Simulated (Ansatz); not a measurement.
A computed series for hypothetical anti-perovskite Mg3SiO: pressure series

The parent structure is Mg₃SiO in the anti-perovskite structure (space group Pm-3m, No. 221; a = 4.222 Å; a hypothetical phase, not in the database extracts checked).

Cell and atoms are relaxed at each pressure.

Calculations: DFT with PBE, PAW potentials and a 420 eV plane-wave cutoff in Ansatz (a quantum-chemistry and plane-wave program), no spin-orbit coupling.

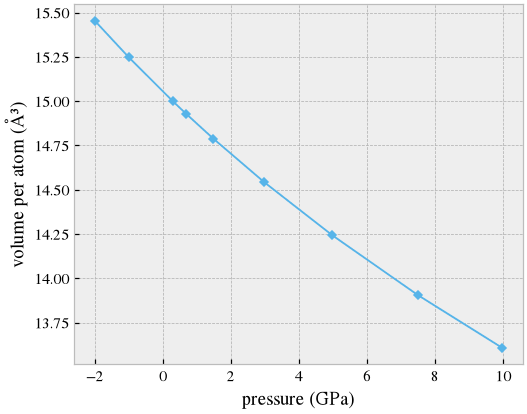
Figure: Volume against pressure

**Question.** Estimate the zero-pressure bulk modulus from the plot.

**Answer.** About 80 GPa; a third-order Birch–Murnaghan fit to the points gives V₀ = 15.05 Å³/atom, B₀ = 80 GPa and B₀′ = 4.1.

Load acts through the strain it causes; cell and atoms are relaxed under it. Whether these cells are dynamically stable was not tested. No other phases were tried under pressure. The final runs are not spin-polarised.
